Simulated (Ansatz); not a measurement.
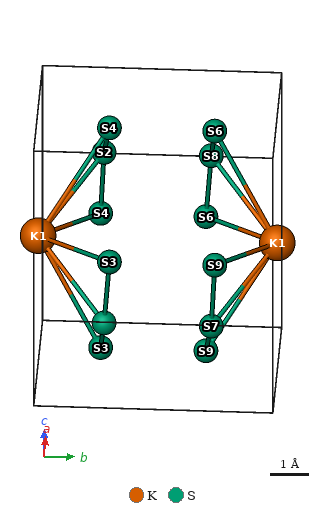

This is the input geometry for a relaxation of solid KS₈ (a generated structure, set up in Pmmm). A ball-and-stick model of the cell of the calculation, seen from a free direction.

Level of theory: Ansatz, DFT PBE+D3(BJ), scalar-relativistic, plane waves, PAW.

The input:
```yaml
crystal:
  lattice:
    - [4.204033784, 0.0, 0.0]
    - [0.0, 6.3589856531, 0.0]
    - [0.0, 0.0, 8.0418057279]
  atoms:
    - { symbol: K, position: [0.5, 0.0, 0.5] }
    - { symbol: S, position: [0.5, 0.2757322041, 0.8346073925] }
    - { symbol: S, position: [0.0, 0.2798048284, 0.2367303025] }
    - { symbol: S, position: [0.0, 0.2798048284, 0.7632696975] }
    - { symbol: S, position: [0.5, 0.2757322041, 0.1653926075] }
    - { symbol: S, position: [0.0, 0.7201951716, 0.7632696975] }
    - { symbol: S, position: [0.5, 0.7242677959, 0.1653926075] }
    - { symbol: S, position: [0.5, 0.7242677959, 0.8346073925] }
    - { symbol: S, position: [0.0, 0.7201951716, 0.2367303025] }
basis:
  ecutwfc: 420
kpoints:
  mp_grid: { grid: [10, 6, 6] }
hamiltonian:
  xc: pbe
  dispersion: d3bj
scf:
  occupations: { method: gaussian, width: 0.1 }
output:
  forces: true
  stress: true
  eigenvalues: true
relax:
  adjacent_minimum: "off"
  f_tol: 0.01
  max_steps: 80
  cell: { stress_tol: 0.05 }
```

Launched with:
```bash
ansatz run input.yaml --threads 1 --pin off --max-ram 2560MiB --backend cpu --events-out ev --progress --plain --runs-dir out
```

### What does the optimiser find from here?

After 12 accepted moves (15 points after the start) the energy has fallen by 1.150 eV per cell of the calculation. Largest force component: 0.36 eV/Å at the start, 0.0014 eV/Å at the end. The pressure goes from −0.05 to −0.01 GPa. The line search rejected the trial step at point 6 of the run. At 2 points the geometry stayed and the basis and grid were re-selected for the new cell (energy shift of 16.6 meV per cell of the calculation at most each time). The largest moves relative to the cell, 0.57 Å, are those of S3, S4, S6 and S9. S3 goes along +c. K stays in place. The volume changes by +12.3 %, with a 4.204 → 3.796 Å (−9.7 %), b 6.359 → 6.611 Å (+4.0 %), c 8.042 → 9.623 Å (+19.7 %). Among the contacts that change: S2–S5 2.660 → 3.709 Å, K1–S2 3.212 → 3.463 Å, K1–S3 3.474 → 3.306 Å, S2–S4 2.179 → 2.143 Å. Among the angles between lasting bonds that change: S2–S4–S2 149.4° → 124.7°, K1–S4–S2 64.6° → 75.6°, K1–S2–S4 77.6° → 67.6°. The space group stays Pmmm (No. 47). The run took 25 min on 1 thread of Intel(R) Xeon(R) Processor @ 2.50GHz (Skylake/Cascade Lake) (shared host), peak memory 0.9 GiB.

The structure at the end:

```
K S
1.0
     3.79571    0.00000    0.00000
     0.00000    6.61073    0.00000
     0.00000    0.00000    9.62284
K S
1 8
Direct
  0.50000 0.00000 0.50000
  0.50000 0.27270 0.80727
  0.00000 0.28196 0.29595
  0.00000 0.28196 0.70405
  0.50000 0.27270 0.19273
  0.00000 0.71804 0.70405
  0.50000 0.72730 0.19273
  0.50000 0.72730 0.80727
  0.00000 0.71804 0.29595
```

The end point in the same view:

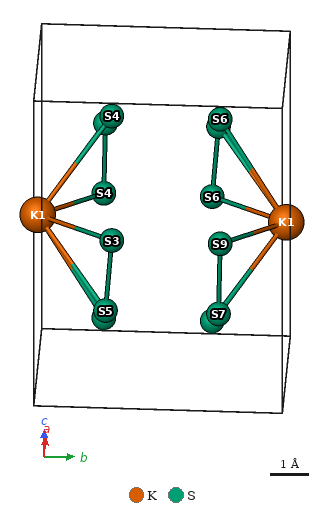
